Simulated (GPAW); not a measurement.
# Quasiparticle gap of Cs2AgBiBr6 (Fm-3m) in GPAW, part 2 of 2

Aim: the G0W0 gap of Cs2AgBiBr6 (Fm-3m) on LDA, step by step.

GPAW 26.7.0; LDA and many-body steps on it, plane waves. Known limits of the many-body steps: not at the basis limit; d shell near the gap, gap tends to lie low; no spin-orbit coupling; coarse k mesh.

So far. Step 3 (Bands along the symmetry lines): The gap is 1.078 eV, as in the run before at this level. Step 4 (Empty states on the mesh, 2×2×2 mesh, 431 bands): On this mesh the gap is 1.078 eV.

## 5. Screening and self-energy, 2×2×2 mesh, 421 bands, screening to 65 eV

Now the one-shot GW correction: screening in the RPA, then the self-energy of the levels asked for.

This step: G0W0 on LDA, plane waves, PAW.

Contents of run.py:

```python
import json
import numpy as np
from gpaw.mpi import world
from gpaw.response.g0w0 import G0W0

gw = G0W0('full.gpw',
    filename='gw',
    kpts=[0, 1, 2],
    bands=(44, 48),
    ecut=65,
    nbands=421,
    integrate_gamma='WS',
    ppa=True)
gw.calculate()
res = {mode: {k: v for k, v in r.items() if k != 'sigma_eskwn'}
       for mode, r in gw.all_results.items()}

if world.rank == 0:
    with open('result.json', 'w') as f:
        json.dump(res, f, default=lambda x: x.tolist())
```

Launch:

```bash
$ mpirun -n 4 gpaw python run.py
```

Numbers of over 12 decimals in the logs are rounded to 6 here.

The log of the run:

```text
Using integrator: PointIntegrator
FrequencyGridDescriptor(from 0.000+0.000j to 0.000+27.211j eV, 2 points)
Nonperiodic BCs:  [False False False]
Using integrator: PointIntegrator
FrequencyGridDescriptor(from 0.000+0.000j to 0.000+27.211j eV, 2 points)
Nonperiodic BCs:  [False False False]
  ___  _ _ _
 |   || | | |
 | | || | | |
 |__ ||_____|
 |___|

BZ k-points: Symmetries present (total): 48

  [... matrices ...]
8 k-points: 2 x 2 x 2 Monkhorst-Pack grid + [1/4,1/4,1/4]
3 k-points in the irreducible part of the Brillouin zone
       k-points in crystal coordinates                weights
   0:     0.00000000    0.00000000    0.00000000          1/8
   1:     0.50000000    0.50000000    0.00000000          3/8
   2:     0.50000000    0.50000000    0.50000000          4/8

Distributing spins, k-points and bands (1 x 3 x 4) over 4 processes
Number of blocks: 1

Quasi particle states:
k-points (IBZ indices): [0, 1, 2]
Band range: (44, 48)
  [... matrices ...]
Computational parameters:
Plane wave cut-off: 65 eV
Number of bands: 421
Coulomb cutoff: None
Broadening: 0.1 eV

fxc modes: GW
Kernel: RPA
Using Godby-Needs plasmon-pole approximation:
  Fitting energy: i*E0, E0 = 1.000 Hartree
Summing all q:

Calculating screened Coulomb potential
No Coulomb truncation
FrequencyGridDescriptor(from 0.000+0.000j to 0.000+27.211j eV, 2 points)
Removing empty qpoint cache files...

Calculating chi0 body with:
    Ground state adapter containing:
    Number of spins: 1
    Number of kpoints: 8
    Number of irreducible kpoints: 3
    Number of completely occupied states: 46
    Number of partially occupied states: 46
    Occupied states memory: 44.921875 M / cpu

    Linear response parametrization:
    q_c: [0.0, 0.0, 0.0]
    Number of frequency points: 2
    Planewave cutoff: 65.0
    Number of bands: 421
    Number of planewaves: 411
    Broadening (eta): 1e-06
    comm.size: 4
    kncomm.size: 4
    blockcomm.size: 1

    Memory estimate of potentially large arrays:
        chi0_wGG: 5.155060 M / cpu
Integrating chi0 body.

Symmetries of q_c:
    Direct symmetries (Uq -> q): 48
    Indirect symmetries (TUq -> q): 0
In total 48 allowed symmetries.

  [... matrices ...]
3 groups of equivalent kpoints. 62.5% reduction.

Integral kind: response function
Integrating chi0 head and wings.

Symmetries of q_c:
    Direct symmetries (Uq -> q): 48
    Indirect symmetries (TUq -> q): 0
In total 48 allowed symmetries.

  [... matrices ...]
3 groups of equivalent kpoints. 62.5% reduction.

Integral kind: response function wings

Calculating chi0 body with:
    Ground state adapter containing:
    Number of spins: 1
    Number of kpoints: 8
    Number of irreducible kpoints: 3
    Number of completely occupied states: 46
    Number of partially occupied states: 46
    Occupied states memory: 44.921875 M / cpu

    Linear response parametrization:
[... the further q-points ...]

Results:
f:      Occupation numbers
eps:     KS-eigenvalues [eV]
vxc:     KS vxc [eV]
exx:     Exact exchange [eV]
sigma:   Self-energies [eV]
dsigma:  Self-energy derivatives
Z:       Renormalization factors
qp:      QP-energies [eV]

k-point 0 (0): (0.000, 0.000, 0.000)                GW
band       f     eps     vxc     exx   sigma  dsigma       Z      qp
                                                                   GW
  44   1.000   1.848 -22.808 -26.454   3.386  -0.280   0.781   1.645
  45   1.000   1.848 -22.808 -26.454   3.386  -0.280   0.781   1.645
  46   0.000   4.689 -13.737  -9.546  -2.974  -0.240   0.806   5.671
  47   0.000   4.689 -13.737  -9.546  -2.974  -0.240   0.806   5.671

k-point 1 (1): (0.500, 0.500, 0.000)                GW
band       f     eps     vxc     exx   sigma  dsigma       Z      qp
                                                                   GW
  44   1.000   1.842 -22.808 -26.465   3.394  -0.280   0.781   1.636
  45   1.000   2.545 -21.635 -24.175   2.553  -0.260   0.793   2.555
  46   0.000   5.225 -14.829 -10.502  -3.000  -0.258   0.795   6.281
  47   0.000   5.225 -14.829 -10.502  -3.000  -0.258   0.795   6.281

k-point 2 (2): (0.500, 0.500, 0.500)                GW
band       f     eps     vxc     exx   sigma  dsigma       Z      qp
                                                                   GW
  44   1.000   1.276 -19.092 -22.831   3.167  -0.291   0.775   0.833
  45   1.000   1.276 -19.092 -22.831   3.167  -0.291   0.775   0.833
  46   0.000   3.623 -14.226 -10.043  -2.923  -0.229   0.814   4.649
  47   0.000   6.155 -16.989 -12.667  -2.858  -0.276   0.784   7.302
```

The job ended after 3.1 min (4 MPI ranks of Arm Neoverse V1, shared host; peak memory 4.6 GiB).

This step gave:

```
G0W0 gap on the points computed              : 2.094 eV
least direct G0W0 gap on the computed points : 3.726 eV
Z at the valence top                         : 0.7934
Z at the conduction bottom                   : 0.8139
starting gap on the mesh                     : 1.078 eV
k of the valence top                         : 0.5, 0.5, 0
k of the conduction bottom                   : 0.5, 0.5, 0.5
```

The gap on the mesh goes from 1.08 eV to 2.09 eV, a correction of +1.02 eV.

Limits: finite bands, cutoff and mesh; d shell near the gap, gap tends to lie low; no spin-orbit coupling; coarse k mesh. v1 is the top filled band, c1 the lowest empty one. Levels before and after the correction, in eV, zero at the valence-band top of each column:

```tsv
	conduction bottom	valence top
Kohn-Sham	1.08	0.00
G0W0	2.09	0.00
```

```tsv
	level	energy (eV)
Kohn-Sham	(0.5 0.5 0) v2	-0.703
Kohn-Sham	(0.5 0.5 0) v1	0.000
Kohn-Sham	(0.5 0.5 0) c1-c2	2.680
Kohn-Sham	(0.5 0.5 0.5) v2-v1	-1.269
Kohn-Sham	(0.5 0.5 0.5) c1	1.078
Kohn-Sham	(0.5 0.5 0.5) c2	3.610
G0W0	(0.5 0.5 0) v2	-0.919
G0W0	(0.5 0.5 0) v1	0.000
G0W0	(0.5 0.5 0) c1-c2	3.726
G0W0	(0.5 0.5 0.5) v2-v1	-1.722
G0W0	(0.5 0.5 0.5) c1	2.094
G0W0	(0.5 0.5 0.5) c2	4.747
```

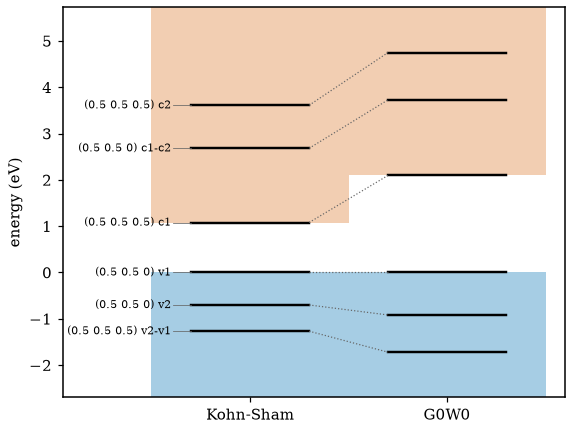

Levels before and after the correction. Shaded: valence and conduction bands.

## 6. Where the time went

Times are wall times on 4 MPI ranks of Arm Neoverse V1, shared host, good to a factor of about two.

```tsv
step	time	share	memory (GiB)
ground state	66 s	8 %	1.2
bands along the symmetry lines	5.6 min	39 %	1.7
empty states on the mesh	4.5 min	32 %	1.4
screening and self-energy	3.1 min	22 %	4.6
```

## 7. Outcome

| Item | Value |
| --- | --- |
| LDA gap | 1.08 eV, indirect |
| G0W0 gap on the mesh | 2.09 eV |
| GW settings | 2×2×2 mesh, 421 bands, screening to 65 eV, Godby-Needs plasmon pole |
| known limits | not at the basis limit; d shell near the gap, gap tends to lie low; no spin-orbit coupling; coarse k mesh |

**Reading.** G0W0 moves the gap on the mesh from 1.08 eV to 2.09 eV (+1.02 eV), with Z of 0.79 and 0.81 at the edges. Bands and cutoff are finite, so the gap is not at the basis limit. The miss can reach some tenths of an eV and take either sign; the mesh is an error of its own. These stock PAW sets were not made for GW; the filled d or f shell of Br lies in the frozen core, which bears on start and correction. The 2×2×2 mesh is coarse for this cell, which bears on the long-range parts of exchange and screening. Where an edge is built on 6p states of lead, bismuth or thallium, scalar-relativistic gaps usually stand too wide, by a few tenths to over one eV. A d shell, filled or nearly so, lies near the gap. One-shot GW converges very slowly in bands there, not always from below, and on a semilocal start the gap tends to come out low; starts rich in exact exchange can overshoot instead. The many-body steps are scalar-relativistic: spin-orbit coupling is not in them.

[Paths, hosts, dates, memory and timing lines, banners, echoed tables and standing remarks are left out of the program output.]

[Logs are printed without paths, hosts, clocks, repeated set-up lines and the standing remarks that a program may print on its own settings, such as how far it seeks lower states.]

[Runs of the session that timed out or met a known fault of the program may be left out.]

[Hosts, paths, dates, database ids (printed as entryN), source tags and the programs' standing remarks are cut or masked in the printed files.]
